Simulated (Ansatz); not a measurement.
# Geometry relaxation of TiNH3Cl3F (part 1 of 2)

System: TiNH3Cl3F.
Method: RKS B3LYP-D4/def2-SVP (Ansatz 0.2.0).

The input holds or restrains some coordinates. Forces given for the steps count only the free coordinates. It belongs to a series of runs on one base structure; here: pulled along the bonds that form and break, towards end A. Figures and captions count atoms from 1; the log counts them from 0 in places.

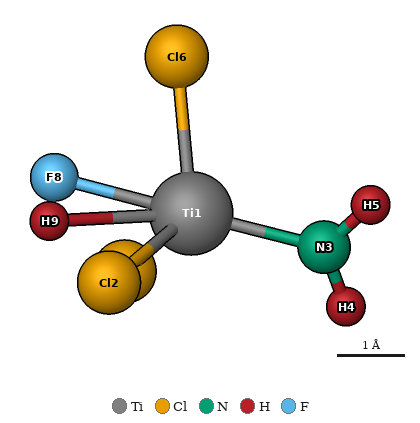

**Figure 1.** The starting structure (ball-and-stick view, seen at a tilt; atoms are numbered from 1 in the order of the input). Sticks mark near contacts. Bond lengths as drawn: Cl–Ti 2.37 to 2.72 Å, F–Ti 2.13 Å, H–N 1.06 Å, H–Ti 2.37 Å and N–Ti 2.06 Å.

## Results in brief

```csv
quantity,value
outcome,converged under the restraints of the input
total energy,−64929.5417 eV
mean-field energy,−64929.0548 eV
"largest force (length of the vector) at the end, held atoms and coordinates included",1.089 eV/Å
hardware,"4 threads of Arm Neoverse V1, 24 GiB of memory available, shared host"
wall time,31 s (CPU time 1.9 min)
peak memory,0.38 GiB
```

## Input
```yaml
crystal:
  periodic: [false, false, false]
  atoms:
    - { symbol: Ti, position_ang: [0.0, 0.0, 0.0] }
    - { symbol: Cl, position_ang: [0.0, 0.0, 2.72] }
    - { symbol: "N", position_ang: [1.9426, 0.0, -0.686] }
    - { symbol: H, position_ang: [2.4408, -0.918, -0.8667] }
    - { symbol: H, position_ang: [2.4438, 0.918, -0.8582] }
    - { symbol: Cl, position_ang: [-1.1163, 1.9339, -0.7892] }
    - { symbol: Cl, position_ang: [-1.1163, -1.9339, -0.7892] }
    - { symbol: F, position_ang: [-2.0213, 0.0, 0.6716] }
    - { symbol: H, position_ang: [-1.4923, 0.0, 1.8444] }
basis:
  gaussian: { orbitals: def2-SVP }
hamiltonian:
  xc: b3lyp
  dispersion: d4
relax:
  f_tol: 0.15
  max_steps: 25
  restrain:
    - { distance: [0, 7], at: 3.03, k: 30.0 }
    - { distance: [8, 1], at: 2.57, k: 30.0 }
    - { distance: [0, 1], at: 2.37, k: 30.0 }
    - { distance: [8, 7], at: 0.92, k: 30.0 }
output:
  orbitals: {}
```

Launch command:
```bash
ansatz run input.yaml --threads 4 --pin off --max-ram 5120MiB --backend cpu --events-out ev --progress --plain --runs-dir out
```

## The program's output
```
The last accepted step is kept in [file] (removed where the run ends without a failure and the disk answers)
Engine: ansatz 0.2.0, aarch64-unknown-linux-gnu
Functional definition: B3LYP
  parameter a0 = 0.2
  parameter ax = 0.72
  parameter ac = 0.81
  exchange = (1 - a0 - ax)*slater_x + ax*b88_x + a0*exact_x
  correlation = (1 - ac)*vwn_rpa_c + ac*lyp_c
1379 factors; integrals over basis functions are off by at most 3.9e-4 eV
mean field evaluation 1: about -64910.8227 eV, gradient 7.8e1 eV
mean field evaluation 2: about -64357.7484 eV, gradient 4.2e2 eV
mean field evaluation 4: about -64904.8122 eV, gradient 1.0e2 eV
mean field evaluation 8: about -64926.3225 eV, gradient 2.1e-1 eV
mean field -64926.32270395 eV, -2385.9983507282 hartree, gradient 1.1e-5 eV, S^2 0.000000; 0 other end points of the search recorded, 0 dependent functions left out
the calculation of the forces begins
reference -64926.32308094 eV, -2385.9983645822 hartree; 46, 46 occupied and 82, 82 virtual orbitals, 1379 factors
relax step   1: F+E_penalty+E_count = -64926.77177550 eV  Δ(F+E_penalty+E_count) = +0.000e0 eV  max|allowed force component| = 3.847e0 eV/Å  E_restraint = 26.58318435 eV  max|allowed force component, restraints' pulls added| = 2.665e1 eV/Å  Δτ_max = 0.0000 Å  (55 SCF iters, accepted)
  distance Ti 0 - F 7 = 2.1300 Å
  distance H 8 - Cl 1 = 1.7302 Å
  distance Ti 0 - Cl 1 = 2.7200 Å
  distance H 8 - F 7 = 1.2866 Å
these checks for a lower state are left out or cut short: starts, cluster_reference, orbital_swaps, neighbouring_geometries, increment
1379 factors; integrals over basis functions are off by at most 7.4e-4 eV
mean field evaluation 16: about -64927.0197 eV, gradient 1.7e-1 eV
mean field -64927.01983265 eV, -2386.0239697350 hartree, gradient 1.8e-5 eV, S^2 0.000000; 0 other end points of the search recorded, 0 dependent functions left out
the calculation of the forces begins
reference -64927.02020736 eV, -2386.0239835056 hartree; 46, 46 occupied and 82, 82 virtual orbitals, 1379 factors
relax step   2: F+E_penalty+E_count = -64927.47229569 eV  Δ(F+E_penalty+E_count) = -7.005e-1 eV  max|allowed force component| = 3.972e0 eV/Å  E_restraint = 11.46858148 eV  max|allowed force component, restraints' pulls added| = 1.859e1 eV/Å  Δτ_max = 0.1948 Å  (44 SCF iters, accepted)
  distance Ti 0 - F 7 = 2.4262 Å
  distance H 8 - Cl 1 = 2.0275 Å
  distance Ti 0 - Cl 1 = 2.6481 Å
  distance H 8 - F 7 = 1.0884 Å
these checks for a lower state are left out or cut short: starts, cluster_reference, orbital_swaps, neighbouring_geometries, increment
1379 factors; integrals over basis functions are off by at most 1.0e-3 eV
mean field -64927.44438033 eV, -2386.0395715746 hartree, gradient 2.2e-5 eV, S^2 0.000000; 0 other end points of the search recorded, 0 dependent functions left out
the calculation of the forces begins
reference -64927.44475133 eV, -2386.0395852088 hartree; 46, 46 occupied and 82, 82 virtual orbitals, 1379 factors
relax step   3: F+E_penalty+E_count = -64927.90300519 eV  Δ(F+E_penalty+E_count) = -4.307e-1 eV  max|allowed force component| = 3.741e0 eV/Å  E_restraint = 3.18916067 eV  max|allowed force component, restraints' pulls added| = 1.039e1 eV/Å  Δτ_max = 0.1947 Å  (42 SCF iters, accepted)
  distance Ti 0 - F 7 = 2.6901 Å
  distance H 8 - Cl 1 = 2.3123 Å
  distance Ti 0 - Cl 1 = 2.5450 Å
  distance H 8 - F 7 = 0.9146 Å
these checks for a lower state are left out or cut short: starts, cluster_reference, orbital_swaps, neighbouring_geometries, increment
1379 factors; integrals over basis functions are off by at most 1.0e-3 eV
mean field evaluation 32: about -64928.1655 eV, gradient 1.6e-3 eV
mean field -64928.16545384 eV, -2386.0660705373 hartree, gradient 2.0e-5 eV, S^2 0.000000; 0 other end points of the search recorded, 0 dependent functions left out
the calculation of the forces begins
reference -64928.16582499 eV, -2386.0660841769 hartree; 46, 46 occupied and 82, 82 virtual orbitals, 1379 factors
relax step   4: F+E_penalty+E_count = -64928.63907790 eV  Δ(F+E_penalty+E_count) = -7.361e-1 eV  max|allowed force component| = 3.372e0 eV/Å  E_restraint = 0.35016895 eV  max|allowed force component, restraints' pulls added| = 5.193e0 eV/Å  Δτ_max = 0.1948 Å  (36 SCF iters, accepted)
  distance Ti 0 - F 7 = 2.9018 Å
  distance H 8 - Cl 1 = 2.4994 Å
  distance Ti 0 - Cl 1 = 2.4082 Å
  distance H 8 - F 7 = 0.8987 Å
these checks for a lower state are left out or cut short: starts, cluster_reference, orbital_swaps, neighbouring_geometries, increment
1379 factors; integrals over basis functions are off by at most 1.0e-3 eV
mean field -64928.91984803 eV, -2386.0937940127 hartree, gradient 1.5e-5 eV, S^2 0.000000; 0 other end points of the search recorded, 0 dependent functions left out
the calculation of the forces begins
reference -64928.92021731 eV, -2386.0938075834 hartree; 46, 46 occupied and 82, 82 virtual orbitals, 1379 factors
relax step   5: F+E_penalty+E_count = -64929.41859255 eV  Δ(F+E_penalty+E_count) = -7.795e-1 eV  max|allowed force component| = 1.551e0 eV/Å  E_restraint = 0.01990659 eV  max|allowed force component, restraints' pulls added| = 1.015e0 eV/Å  Δτ_max = 0.1930 Å  (40 SCF iters, accepted)
  distance Ti 0 - F 7 = 3.0272 Å
  distance H 8 - Cl 1 = 2.5859 Å
  distance Ti 0 - Cl 1 = 2.3375 Å
  distance H 8 - F 7 = 0.9175 Å
these checks for a lower state are left out or cut short: starts, cluster_reference, orbital_swaps, neighbouring_geometries, increment
1380 factors; integrals over basis functions are off by at most 1.0e-3 eV
mean field -64929.02158800 eV, -2386.0975328876 hartree, gradient 1.5e-5 eV, S^2 0.000000; 0 other end points of the search recorded, 0 dependent functions left out
the calculation of the forces begins
reference -64929.02195827 eV, -2386.0975464948 hartree; 46, 46 occupied and 82, 82 virtual orbitals, 1380 factors
relax step   6: F+E_penalty+E_count = -64929.51397018 eV  Δ(F+E_penalty+E_count) = -9.538e-2 eV  max|allowed force component| = 1.286e0 eV/Å  E_restraint = 0.01806597 eV  max|allowed force component, restraints' pulls added| = 5.725e-1 eV/Å  Δτ_max = 0.1605 Å  (35 SCF iters, accepted)
  distance Ti 0 - F 7 = 3.0258 Å
  distance H 8 - Cl 1 = 2.5790 Å
  distance Ti 0 - Cl 1 = 2.3369 Å
  distance H 8 - F 7 = 0.9229 Å
these checks for a lower state are left out or cut short: starts, cluster_reference, orbital_swaps, neighbouring_geometries, increment
1380 factors; integrals over basis functions are off by at most 1.0e-3 eV
mean field -64929.04363652 eV, -2386.0983431556 hartree, gradient 2.4e-5 eV, S^2 0.000000; 0 other end points of the search recorded, 0 dependent functions left out
the calculation of the forces begins
reference -64929.04400807 eV, -2386.0983568097 hartree; 46, 46 occupied and 82, 82 virtual orbitals, 1380 factors
relax step   7: F+E_penalty+E_count = -64929.52919047 eV  Δ(F+E_penalty+E_count) = -1.522e-2 eV  max|allowed force component| = 1.096e0 eV/Å  E_restraint = 0.02210009 eV  max|allowed force component, restraints' pulls added| = 7.575e-1 eV/Å  Δτ_max = 0.0849 Å  (36 SCF iters, accepted)
  distance Ti 0 - F 7 = 3.0180 Å
  distance H 8 - Cl 1 = 2.5603 Å
  distance Ti 0 - Cl 1 = 2.3389 Å
  distance H 8 - F 7 = 0.9365 Å
these checks for a lower state are left out or cut short: starts, cluster_reference, orbital_swaps, neighbouring_geometries, increment
1380 factors; integrals over basis functions are off by at most 1.0e-3 eV
mean field evaluation 64: about -64929.0545 eV, gradient 1.4e-5 eV
mean field -64929.05445220 eV, -2386.0987406244 hartree, gradient 1.4e-5 eV, S^2 0.000000; 0 other end points of the search recorded, 0 dependent functions left out
the calculation of the forces begins
reference -64929.05482352 eV, -2386.0987542702 hartree; 46, 46 occupied and 82, 82 virtual orbitals, 1380 factors
relax step   8: F+E_penalty+E_count = -64929.54134660 eV  Δ(F+E_penalty+E_count) = -1.216e-2 eV  max|allowed force component| = 1.086e0 eV/Å  E_restraint = 0.01947877 eV  max|allowed force component, restraints' pulls added| = 7.830e-2 eV/Å  Δτ_max = 0.0605 Å  (36 SCF iters, accepted)
```

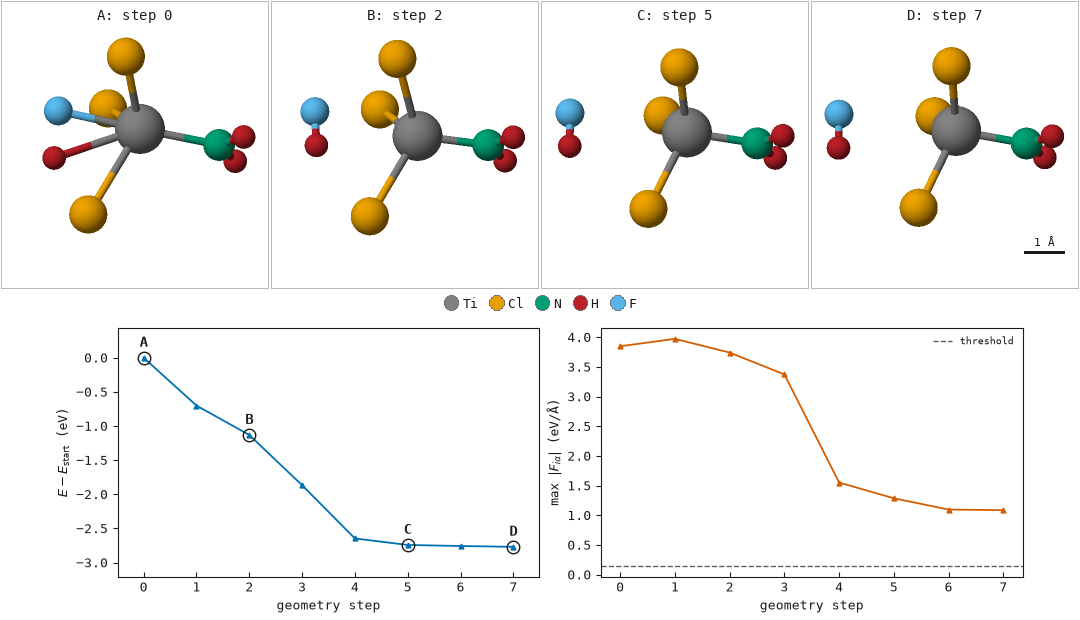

**Figure 2.** Frames of the restrained relaxation (ball-and-stick view, seen at a tilt) above the curves, on which the letters mark them (the first geometry is step 0 here and step 1 in the log).

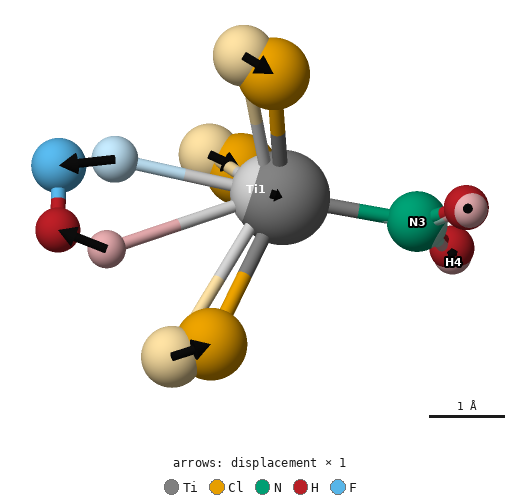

**Figure 3.** Start (faint) and end (solid) with the displacements as black arrows, at true length (ball-and-stick view, seen at a tilt). The two geometries are laid on each other by the best rigid fit. Over 7 geometry steps the energy falls by 2.770 eV. The largest force component goes from 3.8 to 1.1 eV/Å. The largest move after the best rigid fit is that of F8, 0.76 Å. Largest moves by element: F 0.76 Å, H 0.70 Å, Cl 0.56 Å, Ti 0.17 Å, N 0.07 Å. Among the contacts that change: Ti1–F8 2.130 → 3.023 Å, Ti1–H9 2.373 → 3.080 Å, Ti1–Cl2 2.720 → 2.336 Å, F8–H9 1.287 → 0.927 Å. New bonds form: F8–H9 (1.29 → 0.93 Å). Bonds break: Ti1–F8 (2.13 → 3.02 Å). Among the angles that change: Cl6–Ti1–Cl7 109.5° → 118.6°, H4–N3–H5 120.0° → 112.2°, N3–Ti1–Cl6 109.5° → 103.0°. (Atoms are counted from 1 in the order of the input.)
